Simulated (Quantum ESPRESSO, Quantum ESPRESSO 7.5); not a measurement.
**Au(111), 5 layers: cutoff convergence**

Aim: how far one choice must go before the vacuum level and the energy of Au(111), 5 layers stand still, and what it costs.

Calculated with Quantum ESPRESSO 7.5; plane-wave DFT, PBE, GBRV ultrasoft pseudopotentials.

### Step 1. The structure

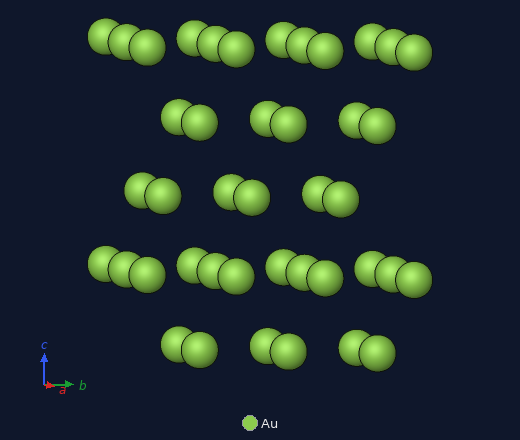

Start, viewed from the side, with the c axis up; gold green. 2×3×1 cells are drawn. Some periodic images of atoms are drawn too.

The cell holds 5 atoms: 5 Au. Its edges and angles: a = 2.885 Å, b = 2.885 Å, c = 25.422 Å, α = 90.0°, β = 90.0°, γ = 60.0°. It derives from Au. Vacuum lies along c.

### Step 2. SCF with pw.x: ecutwfc 60 Ry, ecutrho 300 Ry

The first run is the reference of the series.

c0.in

```
&control
  prefix = 'c0'
  outdir = './out'
  pseudo_dir = './pseudo'
  calculation = 'scf'
  tprnfor = .true.
/
&system
  ibrav = 0
  nat = 5
  ntyp = 1
  ecutwfc = 60
  ecutrho = 300
  occupations = 'smearing'
  smearing = 'mv'
  degauss = 0.02
  assume_isolated = 'esm'
  esm_bc = 'bc1'
/
&electrons
  conv_thr = 1e-07
  mixing_beta = 0.4
  electron_maxstep = 120
  mixing_mode = 'local-TF'
/
ATOMIC_SPECIES
  Au  196.9666  au_pbe_v1.uspp.F.UPF
CELL_PARAMETERS angstrom
  2.88499566724111 0.00000000000000 0.00000000000000
  1.44249783362056 2.49847953763884 0.00000000000000
  0.00000000000000 0.00000000000000 25.42235639317470
ATOMIC_POSITIONS crystal
  Au  0.666666666700 0.666666666700 -0.185316346122
  Au  0.000000000000 0.000000000000 -0.092658173061
  Au  0.333333333300 0.333333333300 0.000000000000
  Au  0.666666666700 0.666666666700 0.092658173061
  Au  0.000000000000 0.000000000000 0.185316346122
K_POINTS automatic
  12 12 1 0 0 0
```

Started as:

```bash
$ OMP_NUM_THREADS=1 mpirun -n 4 pw.x -nk 4 -in c0.in > c0.out
```

The program printed:

```text
Program PWSCF v.7.5 starts
[citation notice left out]

     Parallel version (MPI & OpenMP), running on       4 processor cores
     Number of MPI processes:                 4
     Threads/MPI process:                     1

     MPI processes distributed on     1 nodes
[...]
Current dimensions of program PWSCF are:
     Max number of different atomic species (ntypx) = 10
     Max number of k-points (npk) =  40000
     Max angular momentum in pseudopotentials (lmaxx) =  4
     Message from routine setup:
     using ibrav=0 with symmetry is DISCOURAGED, use correct ibrav instead

     K-points division:     npool     =       4
     Subspace diagonalization in iterative solution of the eigenvalue problem:
     a serial algorithm will be used

     G-vector sticks info
     --------------------
     sticks:   dense  smooth     PW     G-vecs:    dense   smooth      PW
     Sum         613     499    151               108157    77883   13409

     Using Slab Decomposition

     bravais-lattice index     =            0
     lattice parameter (alat)  =       5.4519  a.u.
     unit-cell volume          =    1236.6117 (a.u.)^3
     number of atoms/cell      =            5
     number of atomic types    =            1
     number of electrons       =        55.00
     number of Kohn-Sham states=           34
     kinetic-energy cutoff     =      60.0000  Ry
     charge density cutoff     =     300.0000  Ry
     scf convergence threshold =      1.0E-07
     mixing beta               =       0.4000
     number of iterations used =            8  local-TF  mixing
     Exchange-correlation= SLA  PW   PBE  PBE
                           (   1   4   3   4   0   0   0)

     Effective Screening Medium Method
     =================================
     Boundary Conditions: Vacuum-Slab-Vacuum
     total charge in unit cell        =   0.0000
     grid points for fit at edges     =        4

     celldm(1)=   5.451852  celldm(2)=   0.000000  celldm(3)=   0.000000
     celldm(4)=   0.000000  celldm(5)=   0.000000  celldm(6)=   0.000000

     crystal axes: (cart. coord. in units of alat)
               a(1) = (   1.000000   0.000000   0.000000 )
               a(2) = (   0.500000   0.866025   0.000000 )
               a(3) = (   0.000000   0.000000   8.811922 )

     reciprocal axes: (cart. coord. in units 2 pi/alat)
               b(1) = (  1.000000 -0.577350  0.000000 )
               b(2) = (  0.000000  1.154701  0.000000 )
               b(3) = (  0.000000  0.000000  0.113483 )

     PseudoPot. # 1 for Au read from file:
     ./pseudo/au_pbe_v1.uspp.F.UPF
     Pseudo is Ultrasoft + core correction, Zval = 11.0
     Generated by new atomic code, or converted to UPF format
     Using radial grid of  985 points,  7 beta functions with:
                l(1) =   0
                l(2) =   0
                l(3) =   1
                l(4) =   1
                l(5) =   2
                l(6) =   2
                l(7) =   3
     Q(r) pseudized with  6 coefficients,  rinner =    1.900   1.900   1.900
                                                       1.900   1.900   1.900
                                                       1.900

     atomic species   valence    mass     pseudopotential
     Au               11.00   196.96660     Au( 1.00)

     12 Sym. Ops., with inversion, found ( 6 have fractional translation)

   Cartesian axes

     site n.     atom                  positions (alat units)
         1        Au     tau(   1) = (   1.0000000   0.5773503  -1.6329932  )
         2        Au     tau(   2) = (   0.0000000   0.0000000  -0.8164966  )
         3        Au     tau(   3) = (   0.5000000   0.2886751   0.0000000  )
         4        Au     tau(   4) = (   1.0000000   0.5773503   0.8164966  )
         5        Au     tau(   5) = (   0.0000000   0.0000000   1.6329932  )

     number of k points=    19  Marzari-Vanderbilt smearing, width (Ry)=  0.0200
                       cart. coord. in units 2pi/alat
        k(    1) = (   0.0000000   0.0000000   0.0000000), wk =   0.0138889
        k(    2) = (   0.0000000   0.0962250   0.0000000), wk =   0.0833333
        k(    3) = (   0.0000000   0.1924501   0.0000000), wk =   0.0833333
        k(    4) = (   0.0000000   0.2886751   0.0000000), wk =   0.0833333
        k(    5) = (   0.0000000   0.3849002   0.0000000), wk =   0.0833333
        k(    6) = (   0.0000000   0.4811252   0.0000000), wk =   0.0833333
        k(    7) = (   0.0000000  -0.5773503   0.0000000), wk =   0.0416667
        k(    8) = (   0.0833333   0.1443376   0.0000000), wk =   0.0833333
        k(    9) = (   0.0833333   0.2405626   0.0000000), wk =   0.1666667
        k(   10) = (   0.0833333   0.3367877   0.0000000), wk =   0.1666667
[...]
k(   19) = (   0.3333333  -0.5773503   0.0000000), wk =   0.0277778

     Dense  grid:   108157 G-vectors     FFT dimensions: (  36,  36, 270)

     Smooth grid:    77883 G-vectors     FFT dimensions: (  27,  27, 240)

     Estimated max dynamical RAM per process >     271.54 MB

     Estimated total dynamical RAM >    1006.94 MB

     Check: negative core charge=   -0.000003

     Initial potential from superposition of free atoms

     starting charge      54.9994, renormalised to      55.0000

     negative rho (up, down):  8.942E-06 0.000E+00
     Starting wfcs are   45 randomized atomic wfcs

     total cpu time spent up to now is        1.9 secs

     per-process dynamical memory:   114.9 Mb

     Self-consistent Calculation

     iteration #  1     ecut=    60.00 Ry     beta= 0.40
     Davidson diagonalization with overlap
     ethr =  1.00E-02,  avg # of iterations =  8.4

     Threshold (ethr) on eigenvalues was too large:
     Diagonalizing with lowered threshold

     Davidson diagonalization with overlap
     ethr =  3.88E-04,  avg # of iterations =  8.0

     negative rho (up, down):  1.688E-03 0.000E+00

     total cpu time spent up to now is       10.6 secs

     total energy              =    -574.86865652 Ry
     estimated scf accuracy    <       0.23843191 Ry

     iteration #  2     ecut=    60.00 Ry     beta= 0.40
[...]
negative rho (up, down):  7.043E-03 0.000E+00

[...]
total energy              =    -574.82865691 Ry
     estimated scf accuracy    <       0.10797411 Ry

     iteration #  3     ecut=    60.00 Ry     beta= 0.40
[...]
c_bands:  1 eigenvalues not converged
     c_bands:  1 eigenvalues not converged
     c_bands:  1 eigenvalues not converged
     c_bands:  1 eigenvalues not converged
[...]
c_bands:  1 eigenvalues not converged
     c_bands:  1 eigenvalues not converged
[...]
negative rho (up, down):  2.054E-03 0.000E+00

[...]
total energy              =    -574.88835146 Ry
     estimated scf accuracy    <       0.00010816 Ry

     iteration #  7     ecut=    60.00 Ry     beta= 0.40
[...]
c_bands:  2 eigenvalues not converged
[...]
negative rho (up, down):  2.047E-03 0.000E+00

[...]
total energy              =    -574.88913327 Ry
     estimated scf accuracy    <       0.00038495 Ry

     iteration #  8     ecut=    60.00 Ry     beta= 0.40
[...]
c_bands:  1 eigenvalues not converged
[...]
negative rho (up, down):  1.461E-03 0.000E+00

[...]
total energy              =    -574.88908209 Ry
     estimated scf accuracy    <       0.00025208 Ry

     iteration #  9     ecut=    60.00 Ry     beta= 0.40
[...]
negative rho (up, down):  1.301E-03 0.000E+00

[...]
total energy              =    -574.88913162 Ry
     estimated scf accuracy    <       0.00018993 Ry

     iteration # 10     ecut=    60.00 Ry     beta= 0.40
[...]
negative rho (up, down):  9.931E-04 0.000E+00

[...]
total energy              =    -574.88910892 Ry
     estimated scf accuracy    <       0.00005304 Ry

     iteration # 11     ecut=    60.00 Ry     beta= 0.40
[...]
negative rho (up, down):  7.941E-04 0.000E+00

[...]
total energy              =    -574.88916973 Ry
     estimated scf accuracy    <       0.00001469 Ry

     iteration # 12     ecut=    60.00 Ry     beta= 0.40
[...]
negative rho (up, down):  4.552E-04 0.000E+00

[...]
total energy              =    -574.88921454 Ry
     estimated scf accuracy    <       0.00000803 Ry

     iteration # 13     ecut=    60.00 Ry     beta= 0.40
[...]
negative rho (up, down):  8.860E-05 0.000E+00

[...]
total energy              =    -574.88930934 Ry
     estimated scf accuracy    <       0.00000482 Ry

     iteration # 14     ecut=    60.00 Ry     beta= 0.40
[...]
negative rho (up, down):  2.676E-05 0.000E+00

[...]
total energy              =    -574.88934006 Ry
     estimated scf accuracy    <       0.00005680 Ry

     iteration # 15     ecut=    60.00 Ry     beta= 0.40
[...]
negative rho (up, down):  1.259E-05 0.000E+00

[...]
total energy              =    -574.88935436 Ry
     estimated scf accuracy    <       0.00003131 Ry

     iteration # 16     ecut=    60.00 Ry     beta= 0.40
[...]
negative rho (up, down):  1.460E-05 0.000E+00

[...]
total energy              =    -574.88934707 Ry
     estimated scf accuracy    <       0.00000055 Ry

     iteration # 17     ecut=    60.00 Ry     beta= 0.40
[...]
negative rho (up, down):  1.512E-05 0.000E+00

[...]
total energy              =    -574.88934787 Ry
     estimated scf accuracy    <       0.00000034 Ry

     iteration # 18     ecut=    60.00 Ry     beta= 0.40
[...]
negative rho (up, down):  1.561E-05 0.000E+00

[...]
total energy              =    -574.88934590 Ry
     estimated scf accuracy    <       0.00000046 Ry

     iteration # 19     ecut=    60.00 Ry     beta= 0.40
[...]
negative rho (up, down):  2.090E-05 0.000E+00

[...]
total energy              =    -574.88934308 Ry
     estimated scf accuracy    <       0.00000014 Ry

     iteration # 20     ecut=    60.00 Ry     beta= 0.40
[...]
negative rho (up, down):  2.926E-05 0.000E+00

[...]
End of self-consistent calculation

          k = 0.0000 0.0000 0.0000 (  9755 PWs)   bands (ev):

   -14.7077 -13.8693 -12.8491 -12.3318 -12.2983  -9.9214  -9.8481  -9.8211
    -9.8211  -9.7195  -9.7195  -9.6631  -9.6631  -9.4775  -9.2940  -9.2940
    -9.2611  -9.2611  -8.3741  -8.3239  -8.3239  -8.2093  -8.2093  -7.8323
    -7.8323  -7.3778  -7.3778  -7.1461  -7.1461  -6.1023  -5.1458  -0.9813
    -0.4258  -0.3234

          k = 0.0000 0.0962 0.0000 (  9769 PWs)   bands (ev):

   -14.4952 -13.6622 -12.6444 -12.1471 -12.0999 -10.0650 -10.0136  -9.9126
    -9.7186  -9.6928  -9.6724  -9.6208  -9.5376  -9.5272  -9.3384  -9.2824
    -9.1856  -9.1310  -8.8136  -8.4486  -8.4322  -8.1789  -8.1432  -7.8312
    -7.7647  -7.6180  -7.3762  -7.1364  -7.1247  -5.6472  -4.5109  -0.8521
    -0.2602  -0.2010

          k = 0.0000 0.1925 0.0000 (  9725 PWs)   bands (ev):

   -13.8959 -13.0972 -12.1155 -11.6803 -11.5875 -10.4540 -10.2118 -10.1422
    -9.9762  -9.7573  -9.5624  -9.4450  -9.4385  -9.3199  -9.2921  -9.1856
    -9.1445  -8.9684  -8.7667  -8.6960  -8.4662  -8.3729  -8.1576  -8.0949
    -7.8322  -7.5867  -7.3764  -7.1126  -6.5277  -4.8489  -3.2367  -0.4780
     0.2037   0.2493

          k = 0.0000 0.2887 0.0000 (  9686 PWs)   bands (ev):

   -13.0667 -12.4101 -11.6827 -11.3365 -11.1243 -10.8499 -10.4736 -10.2311
   -10.1351  -9.7461  -9.5848  -9.4216  -9.3902  -9.2652  -8.9649  -8.9484
    -8.9158  -8.7594  -8.5652  -8.4817  -8.2646  -8.0898  -8.0897  -7.9406
    -7.7829  -7.3798  -7.2439  -7.0835  -5.8547  -4.0354  -1.7938   0.1654
     0.9568   1.0961

          k = 0.0000 0.3849 0.0000 (  9674 PWs)   bands (ev):

   -12.4154 -11.9943 -11.7227 -11.4508 -11.2336 -11.1028 -10.8015 -10.1741
    -9.9070  -9.6546  -9.5141  -9.4329  -9.3807  -9.0023  -8.7423  -8.3794
    -8.2622  -8.2068  -7.9730  -7.8175  -7.7829  -7.7022  -7.6128  -7.4692
    -7.4234  -7.3016  -7.0389  -6.7324  -5.0405  -3.1373  -0.5071   1.1289
     1.4560   1.9537

          k = 0.0000 0.4811 0.0000 (  9700 PWs)   bands (ev):

   -12.2485 -11.9883 -11.7855 -11.6581 -11.4011 -11.2366 -11.0302 -10.2653
    -9.9168  -9.8281  -9.6331  -9.1921  -9.0764  -8.8685  -8.3151  -8.1429
    -7.7015  -7.6408  -7.3309  -7.2752  -7.2736  -7.2022  -7.0338  -6.8761
    -6.8398  -6.7116  -6.1783  -5.5436  -3.8949  -2.0020  -1.4915  -0.7854
     0.1420   1.2943

[...]
the Fermi energy is    -5.1950 ev

!    total energy              =    -574.88933886 Ry
     estimated scf accuracy    <       0.00000002 Ry
     smearing contrib. (-TS)   =      -0.00042853 Ry
     internal energy E=F+TS    =    -574.88891033 Ry

     The total energy is F=E-TS. E is the sum of the following terms:
     one-electron contribution =   10874.01745938 Ry
     hartree contribution      =   -5409.67840102 Ry
     xc contribution           =    -311.22877397 Ry
     ewald contribution        =   -5727.99919472 Ry

     convergence has been achieved in  20 iterations

     negative rho (up, down):  2.926E-05 0.000E+00

     Forces acting on atoms (cartesian axes, Ry/au):

     atom    1 type  1   force =     0.00000000    0.00000000   -0.01843660
     atom    2 type  1   force =     0.00000000   -0.00000000    0.00528857
     atom    3 type  1   force =     0.00000000    0.00000000    0.00000000
     atom    4 type  1   force =    -0.00000000   -0.00000000   -0.00528857
     atom    5 type  1   force =     0.00000000   -0.00000000    0.01843660

     Total force =     0.027125     Total SCF correction =     0.000778

[...]
=------------------------------------------------------------------------------=
   JOB DONE.
=------------------------------------------------------------------------------=
[...]
```

It took 2.3 min on 4 MPI ranks of Arm Neoverse V2, shared host; peak memory 1.1 GiB; 9.4 min of CPU time.

Read from the output:

| Quantity | Value |
| --- | --- |
| free energy | -7821.7679 eV |
| Fermi energy | -5.195 eV |
| vacuum line at the lower end of the cell, over the Fermi level | 5.195 eV |
| vacuum line at the upper end of the cell, over the Fermi level | 5.195 eV |

The potential energy, planar mean oscillates, so the rows of the table below give means over windows of 1.18 Å about each position, cut where the curve ends. Its maxima inside the range that stand out by 2 % of the span (Å: eV): -4.7: -1.80, -3.6: 0.432, -2.4: -2.16, -1.2: 0.329, 0.0: -2.06, 1.2: 0.329, 2.4: -2.16, 3.6: 0.432, 4.7: -1.80. Its minima: -5.1: -2.49, -4.2: -2.65, -2.8: -3.01, -1.9: -2.98, -0.5: -2.93, 0.5: -2.93, 1.9: -2.98, 2.8: -3.01, 4.2: -2.65, 5.1: -2.49.

Electrostatic potential energy of an electron; zero at the Fermi level. Potential energy, planar mean against z; means over each step:

| z (Å) | potential energy, planar mean (eV) |
| --- | --- |
| -12.12 | 5.19 |
| -10.94 | 5.19 |
| -9.76 | 5.19 |
| -8.58 | 5.19 |
| -7.40 | 5.14 |
| -6.22 | 3.73 |
| -5.04 | -1.81 |
| -3.86 | -1.12 |
| -2.68 | -2.37 |
| -1.50 | -1.32 |
| -0.32 | -2.29 |
| 0.86 | -1.29 |
| 2.04 | -2.36 |
| 3.22 | -1.28 |
| 4.40 | -2.04 |
| 5.58 | 0.300 |
| 6.76 | 4.87 |
| 7.94 | 5.18 |
| 9.12 | 5.19 |
| 10.30 | 5.19 |
| 11.48 | 5.19 |

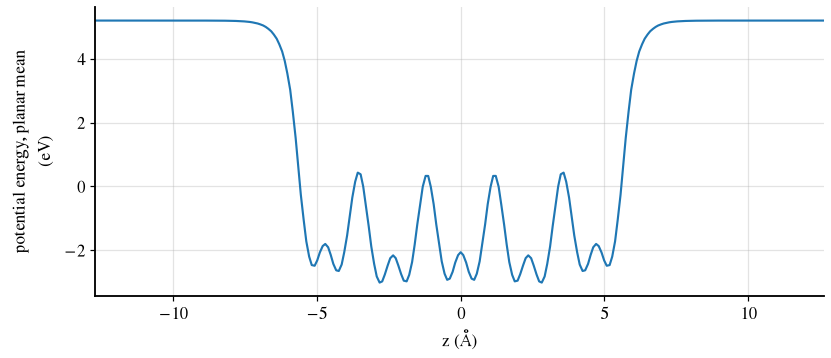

Potential energy, planar mean against z.

The program's own clock; routines nest. Time by routine:

| routine | wall time (s) | calls |
| --- | --- | --- |
| PWSCF | 140 | 1 |
| electrons | 137.2 | 1 |
| c_bands | 111.8 | 21 |
| cegterg | 97.05 | 107 |
| h_psi | 66.42 | 1050 |
| fftw | 50.55 | 38278 |
| vloc_psi | 49.98 | 1050 |
| sum_band | 11.08 | 21 |
| calbec | 9.92 | 1175 |
| mix_rho | 8.41 | 21 |
| add_vuspsi | 8.19 | 1050 |
| s_psi | 8.11 | 1050 |
| h_psi:calbec | 8.06 | 1050 |
| ffts | 4.84 | 2379 |

The vacuum levels are read from the outermost 0.7 Å of the cell on either side.

The run needed 20 iterations to bring the estimated error under 1e-07 Ry; the largest force on any atom, held or free, is 0.47 eV/Å.

Inside the slab this potential holds the local part of the pseudopotentials, which can be repulsive at the nuclei; only its value in the vacuum has a meaning of its own.

### Step 3. Self-consistent run: ecutwfc 50 Ry, ecutrho 250 Ry

c1.in is the input of step 2 with these lines changed:

```diff
@@ -1,3 +1,3 @@
 &control
-  prefix = 'c0'
+  prefix = 'c1'
   outdir = './out'
@@ -11,4 +11,4 @@
   ntyp = 1
-  ecutwfc = 60
-  ecutrho = 300
+  ecutwfc = 50
+  ecutrho = 250
   occupations = 'smearing'
```

Started as:

```bash
$ OMP_NUM_THREADS=1 mpirun -n 4 pw.x -nk 4 -in c1.in > c1.out
```

The program printed:

```text
[banner, memory and clock lines left out]
Program PWSCF v.7.5 starts
[...]
Message from routine setup:
[...]
number of electrons       =        55.00
     number of Kohn-Sham states=           34
     kinetic-energy cutoff     =      50.0000  Ry
     charge density cutoff     =     250.0000  Ry
[...]
number of k points=    19  Marzari-Vanderbilt smearing, width (Ry)=  0.0200
[...]
Dense  grid:    82651 G-vectors     FFT dimensions: (  27,  27, 243)
[...]
negative rho (up, down):  2.767E-05 0.000E+00
     Starting wfcs are   45 randomized atomic wfcs
[...]
negative rho (up, down):  2.157E-03 0.000E+00
[...]
estimated scf accuracy    <       0.24813655 Ry
[...]
negative rho (up, down):  8.414E-03 0.000E+00
[...]
estimated scf accuracy    <       0.10980806 Ry
[...]
negative rho (up, down):  8.045E-03 0.000E+00
[...]
estimated scf accuracy    <       0.00226617 Ry
[...]
negative rho (up, down):  7.442E-03 0.000E+00
[...]
estimated scf accuracy    <       0.00391649 Ry
[...]
negative rho (up, down):  4.663E-03 0.000E+00
[...]
estimated scf accuracy    <       0.00266841 Ry
[...]
negative rho (up, down):  3.277E-03 0.000E+00
[...]
estimated scf accuracy    <       0.00031549 Ry
[...]
negative rho (up, down):  3.218E-03 0.000E+00
[...]
estimated scf accuracy    <       0.00041243 Ry
[...]
negative rho (up, down):  2.045E-03 0.000E+00
[...]
estimated scf accuracy    <       0.00024086 Ry
[...]
negative rho (up, down):  1.730E-03 0.000E+00
[...]
estimated scf accuracy    <       0.00003118 Ry
[...]
negative rho (up, down):  1.039E-03 0.000E+00
[...]
estimated scf accuracy    <       0.00002116 Ry
[...]
negative rho (up, down):  1.104E-04 0.000E+00
[...]
estimated scf accuracy    <       0.00002818 Ry
[...]
negative rho (up, down):  2.029E-05 0.000E+00
[...]
estimated scf accuracy    <       0.00000526 Ry
[...]
negative rho (up, down):  3.835E-05 0.000E+00
[...]
estimated scf accuracy    <       0.00000655 Ry
[...]
negative rho (up, down):  4.056E-05 0.000E+00
[...]
estimated scf accuracy    <       0.00000067 Ry
[...]
negative rho (up, down):  4.738E-05 0.000E+00
[...]
estimated scf accuracy    <       0.00000029 Ry
[...]
negative rho (up, down):  5.615E-05 0.000E+00
[...]
estimated scf accuracy    <       0.00000045 Ry
[...]
negative rho (up, down):  5.573E-05 0.000E+00
[...]
estimated scf accuracy    <       0.00000012 Ry
[...]
negative rho (up, down):  5.990E-05 0.000E+00
[...]
the Fermi energy is    -5.1943 ev
!    total energy              =    -574.88916679 Ry
     estimated scf accuracy    <       0.00000007 Ry
     smearing contrib. (-TS)   =      -0.00042870 Ry
     internal energy E=F+TS    =    -574.88873809 Ry
[...]
one-electron contribution =   10873.99832752 Ry
     hartree contribution      =   -5409.65907707 Ry
     xc contribution           =    -311.22879382 Ry
     ewald contribution        =   -5727.99919472 Ry
     convergence has been achieved in  18 iterations
     negative rho (up, down):  5.990E-05 0.000E+00
[...]
Total force =     0.028271     Total SCF correction =     0.001809
[...]
```

Wall time 99 s (4 MPI ranks); peak memory 0.89 GiB.

Numbers from this step:

```
free energy                                                    : -7821.7656 eV
Fermi energy                                                   : -5.194 eV
vacuum line at the lower end of the cell, over the Fermi level : 5.194 eV
vacuum line at the upper end of the cell, over the Fermi level : 5.194 eV
```

The program's own clock; routines nest. Time by routine:

| routine | wall time (s) | calls |
| --- | --- | --- |
| PWSCF | 98.72 | 1 |
| electrons | 96.5 | 1 |
| c_bands | 77.71 | 19 |
| cegterg | 66.78 | 95 |
| h_psi | 47.58 | 939 |
| fftw | 37.87 | 32176 |
| vloc_psi | 37.11 | 939 |
| sum_band | 8.42 | 19 |
| mix_rho | 6.69 | 19 |
| calbec | 6.4 | 1054 |
| add_vuspsi | 5.21 | 939 |
| s_psi | 5.15 | 939 |
| h_psi:calbec | 5.12 | 939 |
| ffts | 4.23 | 2107 |

Counted from each run's own zero (the Fermi level), the vacuum level differs from the first run's by -1 meV.

(Continued in part 2 of 3.)

[Logs are printed without paths, hosts, clocks, repeated set-up lines and the standing remarks that a program may print on its own settings, such as how far it seeks lower states.]

[Hosts, paths, dates, database ids (printed as entryN), source tags and the programs' standing remarks are cut or masked in the printed files.]

[Maps of the electrostatic potential energy from Ansatz leave out the sawtooth potential of an applied field or a dipole correction, so their vacuum need not be flat; planar profiles and work functions include it.]
